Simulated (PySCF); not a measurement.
# Si2H2OF2 (SMILES F[Si]1(F)O[SiH2]1) at 6 levels

We compute a comparison of 6 runs (HF/3-21G, PBE/STO-3G, B3LYP/6-31G*, CCSD/6-311G**, CCSD(T)/6-31+G*) of Si2H2OF2. Input form: a Python script.

The calculation is run with PySCF 2.14.0.

**1. The system as given**

The species is Si2H2OF2 (7 atoms), meant as a singlet with charge 0. SMILES: `F[Si]1(F)O[SiH2]1`. Geometry: relaxed at PBE0-D4/def2-TZVP.

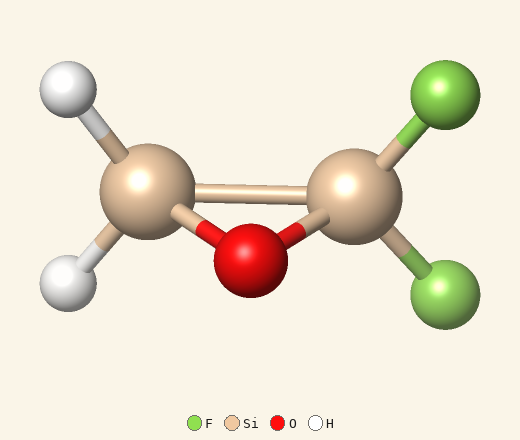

Viewed from a chosen angle; fluorine green, silicon light orange, oxygen red, hydrogen white.

**2. Energy and gradient at HF/3-21G (run 1)**

geometry.xyz

```xyz
7

F      0.424200    -1.612100     1.693800
Si     0.037900    -1.026000     0.280100
F     -0.194200    -2.288000    -0.639100
O      1.103500     0.077900    -0.322100
Si    -0.304800     1.058600    -0.232800
H     -0.202300     2.188800     0.720000
H     -0.802800     1.532800    -1.545500
```

input.py

```python
from pyscf import gto

system = gto.Mole()
system.atom = 'geometry.xyz'
system.max_memory = 1860
system.verbose = 4
system.spin = 0
system.basis = '3-21g'
system.build()

mf = system.RHF()
mf.conv_tol = 1e-10
mf.kernel()
if not mf.converged:
    mf = mf.newton().run(mf.mo_coeff, mf.mo_occ)

etot = mf.e_tot
print('Final energy', etot)
grad = mf.nuc_grad_method().kernel()
mf.analyze()
```

The run is started by

```bash
$ OMP_NUM_THREADS=1 python input.py
```

What it wrote:

```text
PySCF version 2.14.0

[... 81 lines left out ...]
One-electron Energy =                -1796.040035393237758
[... 7 lines left out ...]
MO #3   energy= -26.1757789142539  occ= 2
[... 5 lines left out ...]
MO #9   energy= -4.34354244709025  occ= 2
[... 5 lines left out ...]
MO #15  energy= -1.59234992263637  occ= 2
[... 5 lines left out ...]
MO #21  energy= -0.683767083942586 occ= 2
[... 5 lines left out ...]
MO #27  energy= -0.474582953171363 occ= 2
[... 5 lines left out ...]
MO #33  energy= 0.252178809083298  occ= 0
[... 5 lines left out ...]
MO #39  energy= 0.540738572062938  occ= 0
[... 5 lines left out ...]
MO #45  energy= 1.3688847913454    occ= 0
[... 5 lines left out ...]
MO #51  energy= 2.30559991775248   occ= 0
[... 5 lines left out ...]
MO #57  energy= 3.89086026150798   occ= 0
[... 28 lines left out ...]
pop of  2 F 2py           1.82135
pop of  2 F 2pz           1.86713
pop of  2 F 3px           0.00089
pop of  2 F 3py           0.00209
pop of  2 F 3pz           0.00106
pop of  3 O 1s            1.99984
pop of  3 O 2s            1.71785
pop of  3 O 3s            0.00451
pop of  3 O 2px           1.76007
pop of  3 O 2py           1.55916
pop of  3 O 2pz           1.78227
pop of  3 O 3px           0.00901
pop of  3 O 3py           0.00174
pop of  3 O 3pz           0.00377
pop of  4 Si 1s           1.99999
pop of  4 Si 2s           1.99980
pop of  4 Si 3s           1.06317
pop of  4 Si 4s           0.01661
pop of  4 Si 2px          1.99979
pop of  4 Si 2py          1.99974
pop of  4 Si 2pz          1.99984
pop of  4 Si 3px          0.53199
pop of  4 Si 3py          0.89074
pop of  4 Si 3pz          0.88380
pop of  4 Si 4px          0.00825
pop of  4 Si 4py          0.01550
pop of  4 Si 4pz          0.01450
pop of  5 H 1s            1.07791
pop of  5 H 2s            0.00243
pop of  6 H 1s            1.07790
pop of  6 H 2s            0.00243
 ** Mulliken atomic charges  **
charge of    0F =     -0.45913
charge of    1Si =      1.34087
charge of    2F =     -0.45913
charge of    3O =     -0.83822
charge of    4Si =      0.57628
charge of    5H =     -0.08034
charge of    6H =     -0.08032
Dipole moment(X, Y, Z, Debye): -2.91845,  2.30497,  0.10605
```

Run time: 1.6 s. Hardware: 1 thread of Arm Neoverse V2, shared host; peak memory 0.13 GiB.

**3. Energy and gradient at PBE/STO-3G (run 2)**

job.py

```python
from pyscf import gto, dft

system = gto.M(
    atom='''
F      0.801622    -3.046427     3.200818
Si     0.071621    -1.938859     0.529312
F     -0.366985    -4.323693    -1.207724
O      2.085313     0.147210    -0.608681
Si    -0.575989     2.000464    -0.439928
H     -0.382292     4.136233     1.360603
H     -1.517072     2.896572    -2.920572
''',
    max_memory=1860,
    unit='bohr',
    verbose=3,
    charge=0,
    basis='sto-3g',
)

myscf = dft.RKS(system)
myscf.xc = 'pbe'
myscf.conv_tol = 1e-10
myscf.grids.level = 5
myscf.kernel()
if not myscf.converged:
    myscf = myscf.newton().run(myscf.mo_coeff, myscf.mo_occ)

e_tot = myscf.e_tot
print('E = %.10f Eh' % e_tot)
grad = myscf.nuc_grad_method().kernel()
dip = myscf.dip_moment()
pop, q = myscf.mulliken_pop()
```

The run is started by

```bash
$ OMP_NUM_THREADS=1 python job.py
```

What it wrote:

```text
converged SCF energy = -843.850164723754
E = -843.8501647238 Eh
--------------- RKS gradients ---------------
         x                y                z
0 F    -0.0137308917     0.0208306703    -0.0503994136
1 Si     0.0484439014    -0.0400908082    -0.0011940566
2 F     0.0083070180     0.0449026755     0.0327919066
3 O    -0.0841430554    -0.0150787155     0.0266589344
4 Si     0.0481935255    -0.0125664286    -0.0090868293
5 H    -0.0018567391     0.0028415473     0.0069463501
6 H    -0.0052142431    -0.0007926715    -0.0057104293
----------------------------------------------
Dipole moment(X, Y, Z, Debye): -1.34756, -0.14986,  0.40067
 ** Mulliken pop  **
pop of  0 F 1s            1.99904
pop of  0 F 2s            1.96422
pop of  0 F 2px           1.83293
pop of  0 F 2py           1.82815
pop of  0 F 2pz           1.58496
pop of  1 Si 1s           1.99957
pop of  1 Si 2s           1.98359
pop of  1 Si 3s           1.17957
pop of  1 Si 2px          1.96457
pop of  1 Si 2py          1.95365
pop of  1 Si 2pz          1.95773
pop of  1 Si 3px          0.89004
pop of  1 Si 3py          0.70173
pop of  1 Si 3pz          0.66505
pop of  2 F 1s            1.99904
pop of  2 F 2s            1.96422
pop of  2 F 2px           1.86119
pop of  2 F 2py           1.62108
pop of  2 F 2pz           1.76377
pop of  3 O 1s            1.99827
pop of  3 O 2s            1.92792
pop of  3 O 2px           1.49345
pop of  3 O 2py           1.31946
pop of  3 O 2pz           1.70183
pop of  4 Si 1s           1.99958
pop of  4 Si 2s           1.98432
pop of  4 Si 3s           1.32843
pop of  4 Si 2px          1.96058
pop of  4 Si 2py          1.95371
pop of  4 Si 2pz          1.95738
pop of  4 Si 3px          0.76574
pop of  4 Si 3py          0.80623
pop of  4 Si 3pz          0.85502
pop of  5 H 1s            1.11699
pop of  6 H 1s            1.11699
 ** Mulliken atomic charges  **
charge of    0F =     -0.20931
charge of    1Si =      0.70450
charge of    2F =     -0.20930
charge of    3O =     -0.44093
charge of    4Si =      0.38900
charge of    5H =     -0.11699
charge of    6H =     -0.11699
```

Run time: 11 s. Hardware: 1 thread of Arm Neoverse V2, shared host; peak memory 0.41 GiB.

Runs 3 to 5 aren't shown in full; the table further down has their settings and results.

**4. The energy at CCSD(T)/6-31+G(d) (spherical functions) (run 6)**

job.py

```python
from pyscf import gto, scf, cc

mol = gto.M(
    atom=[
    ('F', (0.424200, -1.612100, 1.693800)),
    ('Si', (0.037900, -1.026000, 0.280100)),
    ('F', (-0.194200, -2.288000, -0.639100)),
    ('O', (1.103500, 0.077900, -0.322100)),
    ('Si', (-0.304800, 1.058600, -0.232800)),
    ('H', (-0.202300, 2.188800, 0.720000)),
    ('H', (-0.802800, 1.532800, -1.545500)),
],
    charge=0,
    spin=0,
    max_memory=1860,
    basis='6-31+g*',
    verbose=4,
)

mf = scf.RHF(mol)
mf.conv_tol = 1e-10
mf.kernel()
if not mf.converged:
    mf = mf.newton().run(mf.mo_coeff, mf.mo_occ)

mycc = cc.CCSD(mf, frozen=13)
mycc.kernel()
e_t = mycc.ccsd_t()
e_tot = mycc.e_tot + e_t
print('E = %.10f Eh' % e_tot)
dip = mf.dip_moment()
pop, q = mf.mulliken_pop()
```

The run is started by

```bash
$ OMP_NUM_THREADS=1 python job.py
```

What it wrote:

```text
PySCF version 2.14.0

[... 63 lines left out ...]
converged SCF energy = -852.891908569521
[... 12 lines left out ...]
Init t2, MP2 energy = -853.584824777809  E_corr(MP2) -0.692916208288152
[... 14 lines left out ...]
CCSD converged
[... 3 lines left out ...]
Dipole moment(X, Y, Z, Debye): -2.11396,  2.30211, -0.10622
[... 71 lines left out ...]
pop of  3 O 4pz           0.01984
pop of  3 O 3dxy          0.00856
pop of  3 O 3dyz          0.00122
pop of  3 O 3dz^2         0.00318
pop of  3 O 3dxz          0.00603
pop of  3 O 3dx2-y2       0.00409
pop of  4 Si 1s           1.99968
pop of  4 Si 2s           1.99855
pop of  4 Si 3s           0.89982
pop of  4 Si 4s           0.42088
pop of  4 Si 5s          -0.09728
pop of  4 Si 2px          1.99047
pop of  4 Si 2py          1.99181
pop of  4 Si 2pz          1.99205
pop of  4 Si 3px          0.37188
pop of  4 Si 3py          0.65742
pop of  4 Si 3pz          0.65636
pop of  4 Si 4px          0.00894
pop of  4 Si 4py          0.14059
pop of  4 Si 4pz          0.04124
pop of  4 Si 5px          0.00883
pop of  4 Si 5py         -0.01056
pop of  4 Si 5pz          0.02807
pop of  4 Si 3dxy         0.05016
pop of  4 Si 3dyz         0.07017
pop of  4 Si 3dz^2        0.03409
pop of  4 Si 3dxz         0.03172
pop of  4 Si 3dx2-y2      0.04207
pop of  5 H 1s            0.49759
pop of  5 H 2s            0.62011
pop of  6 H 1s            0.49755
pop of  6 H 2s            0.62016
 ** Mulliken atomic charges  **
charge of    0F =     -0.27490
charge of    1Si =      0.46465
charge of    2F =     -0.27492
charge of    3O =     -0.35247
charge of    4Si =      0.67304
charge of    5H =     -0.11770
charge of    6H =     -0.11771
```

Run time: 83 s. Hardware: 1 thread of Arm Neoverse V2, shared host; peak memory 0.65 GiB.

**5. The series**

| run | level | integration grid | Cartesian functions | energy (Eh) | dipole moment (D) of the reference | HOMO energy (eV) | LUMO energy (eV) | wall time |
| --- | --- | --- | --- | --- | --- | --- | --- | --- |
| 1 | HF/3-21G | – | no | -848.329282 | 3.72 | -10.61 | 1.64 | 1.6 s |
| 2 | PBE/STO-3G | 5 | no | -843.850165 | 1.41 | -1.56 | 2.41 | 11 s |
| 3 | B3LYP/6-31G* (spherical functions) | 5 | no | -855.225755 | 2.35 | -7.31 | -1.47 | 31 s |
| 4 | B3LYP/6-31G* (Cartesian functions) | 5 | yes | -855.233387 | 2.36 | -7.32 | -1.49 | 33 s |
| 5 | CCSD/6-311G** | – | no | -853.794819 | 3.32 | -10.58 | 1.76 | 71 s |
| 6 | CCSD(T)/6-31+G* (spherical functions) | – | no | -853.621972 | 3.13 | -10.60 | 1.18 | 83 s |

**6. Outcome**

```
                                           quantity          value
                                run 6: total energy  -853.62197 Eh
        run 6: dipole moment (Hartree–Fock density)         3.13 D
         run 6: HOMO energy (Hartree–Fock orbitals)      -10.60 eV
         run 6: LUMO energy (Hartree–Fock orbitals)        1.18 eV
       run 6: HOMO–LUMO gap (Hartree–Fock orbitals)       11.78 eV
run 6: correlation energy (13 core orbitals frozen)     -730.1 mEh
                              run 6: (T) correction     -18.48 mEh
                               run 6: T1 diagnostic          0.016
```

Over runs 1, 2, 3, 4 the dipole moment (its size) runs from 1.41 D (PBE/STO-3G) to 3.72 D (HF/3-21G). The two ends differ in method and basis. Over runs 1, 2, 3, 4 the HOMO–LUMO gap runs from 3.97 eV (PBE/STO-3G) to 12.25 eV (HF/3-21G). Totals of different functionals can't be ranked against each other. In run 2 the basis is minimal, so the values are rough. All runs together took 3.8 min, the longest 83 s.
